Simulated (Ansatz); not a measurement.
# Calculations on BHF2

Part 1: Relaxation

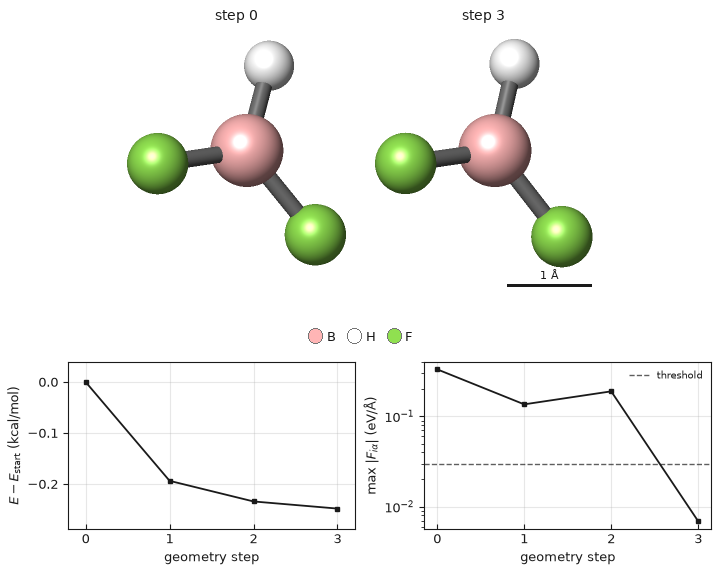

First and last geometry of a relaxation of BHF₂, with the history of the run. The picture is a ball-and-stick view, seen at a tilt.

The run prepares an end point of a later path (reaction) calculation, from a guessed geometry.

Theory: Ansatz 0.2.0, RKS r2SCAN-D4/def2-mTZVP. Settings: no spin polarisation; force threshold 0.03 eV/Å; at most 50 steps.

### Read the history and describe the run.

It converged. The energy falls by 0.25 kcal/mol in 3 geometry steps. The largest force component goes from 0.33 to 0.0069 eV/Å. The largest move after the best rigid fit is that of the H atom, 0.029 Å. Largest moves by element: H 0.029 Å, F 0.026 Å, B 0.015 Å. Near-neighbour distances that change, for instance: B–H 1.181 → 1.188 Å. Bond angles that change, for instance: H–B–F 117.5° → 121.0°, H–B–F 123.1° → 121.0°. The run took 7.3 s on 1 thread of Arm Neoverse V2, with other jobs on the host, peak memory 0.12 GiB.

Part 2: Relaxation

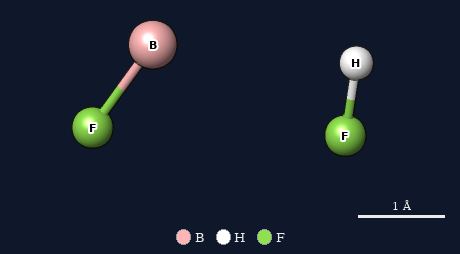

BHF2, before the relaxation. Style: ball-and-stick. Shown at a tilt.

The run prepares an end point of a later path (reaction) calculation, from a guessed geometry.

Method: Ansatz 0.2.0, RKS r2SCAN-D4/def2-mTZVP.

Input file:
```yaml
crystal:
  periodic: [false, false, false]
  atoms:
    - { symbol: B, position_ang: [-0.871833, -0.001226, 0.222105] }
    - { symbol: H, position_ang: [1.321508, 0.001275, 1.1684] }
    - { symbol: F, position_ang: [1.65215, -0.00105, 0.300067] }
    - { symbol: F, position_ang: [-0.978124, 0.001001, -1.041773] }
basis:
  gaussian: { orbitals: def2-mTZVP }
hamiltonian:
  xc: r2scan
  dispersion: d4
relax:
  f_tol: 0.03
  max_steps: 50
```

Command:
```bash
ansatz run input.yaml --threads 1 --pin off --max-ram 2048MiB --backend cpu --events-out ev --progress --plain --runs-dir out
```

Where does the relaxation end?

Over 11 accepted moves (13 points after the start) the energy falls by 0.195 eV. The largest force component goes from 0.3 to 0.021 eV/Å. The line search rejected the trial steps at points 2, 9 of the run. F3 moves most after the best rigid fit: 0.89 Å. By element the largest moves are F 0.89 Å, B 0.56 Å, H 0.51 Å. Among the contacts that change: H2–F3 0.929 → 0.948 Å, B1–F4 1.268 → 1.261 Å.

The structure at the end:

```xyz
4

B    -0.5556    0.0001   -0.2452
H     1.2432   -0.0001    0.6678
F     2.1010   -0.0005    1.0718
F    -1.6650    0.0006   -0.8456
```

The end point in the same view:

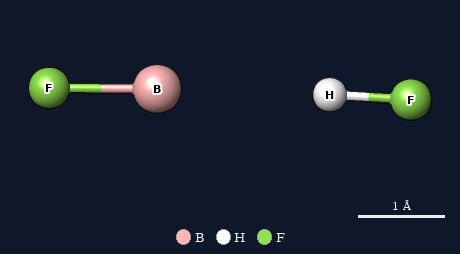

Limits of the set-up: the start holds two separate molecules, 2.4 Å apart at their closest, whose relative position is a soft coordinate.

Part 3: Path

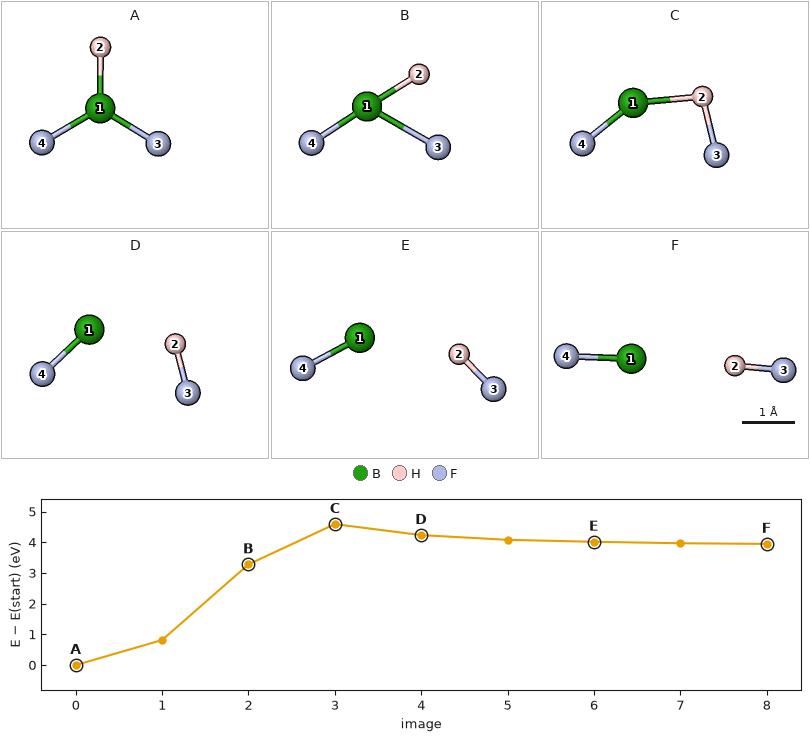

NEB run on BHF₂. Images are numbered from 0 (start) to 8 (end). Frames A to F are images 0, 2, 3, 4, 6, 8. Style: ball-and-stick. Shown face on.

Method: Ansatz 0.2.0, RKS r2SCAN-D4/def2-mTZVP.

The input:
```yaml
crystal:
  periodic: [false, false, false]
  atoms:
    - { symbol: B, position_ang: [0.278596, 0.0, 0.20483] }
    - { symbol: H, position_ang: [0.220279, 0.0, 1.391081] }
    - { symbol: F, position_ang: [1.441489, 0.0, -0.417389] }
    - { symbol: F, position_ang: [-0.816664, 0.0, -0.529724] }
basis:
  gaussian: { orbitals: def2-mTZVP }
hamiltonian:
  xc: r2scan
  dispersion: d4
neb:
  order_check: false
  images: 7
  f_tol: 0.03
  max_iterations: 60
  final_atoms:
    - { symbol: B, position_ang: [-0.60388975, -0.00030204, -0.1255409] }
    - { symbol: H, position_ang: [1.30391899, 0.00010989, 0.52975265] }
    - { symbol: F, position_ang: [2.20934608, 9.604e-05, 0.81125907] }
    - { symbol: F, position_ang: [-1.78567532, 9.612e-05, -0.56667282] }
  initial_path:
    images:
      - { positions_ang: [[0.278596, 0.0, 0.20483], [0.220279, 0.0, 1.391081], [1.441489, 0.0, -0.417389], [-0.816664, 0.0, -0.529724]] }
      - { positions_ang: [[0.20914059, 0.0, 0.15328891], [0.35233712, 0.0, 1.33591928], [1.45951394, 0.0, -0.2764267], [-0.89729166, 0.0, -0.56398349]] }
      - { positions_ang: [[0.13968519, 0.0, 0.10174782], [0.48439524, 0.0, 1.28075755], [1.47753888, 0.0, -0.1354644], [-0.97791932, 0.0, -0.59824297]] }
      - { positions_ang: [[0.07022978, 0.0, 0.05020673], [0.61645336, 0.0, 1.22559583], [1.49556383, 0.0, 0.0054979], [-1.05854697, 0.0, -0.63250246]] }
      - { positions_ang: [[0.00077438, 0.0, -0.00133437], [0.74851148, 0.0, 1.17043411], [1.51358877, 0.0, 0.14646021], [-1.13917463, 0.0, -0.66676195]] }
      - { positions_ang: [[-0.15039165, -7.551e-05, -0.032386], [0.88736336, 2.747e-05, 1.01026374], [1.6875281, 2.401e-05, 0.31265992], [-1.3007998, 2.403e-05, -0.64173966]] }
      - { positions_ang: [[-0.30155768, -0.00015102, -0.06343763], [1.02621523, 5.494e-05, 0.85009338], [1.86146743, 4.802e-05, 0.47885964], [-1.46242498, 4.806e-05, -0.61671738]] }
      - { positions_ang: [[-0.45272372, -0.00022653, -0.09448927], [1.16506711, 8.242e-05, 0.68992301], [2.03540676, 7.203e-05, 0.64505935], [-1.62405015, 7.209e-05, -0.5916951]] }
      - { positions_ang: [[-0.60388975, -0.00030204, -0.1255409], [1.30391899, 0.00010989, 0.52975265], [2.20934608, 9.604e-05, 0.81125907], [-1.78567532, 9.612e-05, -0.56667282]] }
```

Launched with:
```bash
ansatz run input.yaml --threads 1 --pin off --max-ram 2048MiB --backend cpu --events-out ev --progress --plain --runs-dir out
```

Question: What happens along the path, and what is the barrier?

Answer: Forward barrier 4.59 eV, backward barrier 0.64 eV, with image 3 at the top; the reaction energy is +3.95 eV. Breaking: B1–F3 (1.32 → 1.91 at the top → 2.97 Å), B1–H2 (1.19 → 1.35 at the top → 2.02 Å). Forming: H2–F3 (2.18 → 1.17 at the top → 0.95 Å). The band converged in 14 iterations, with a climbing image at the top.
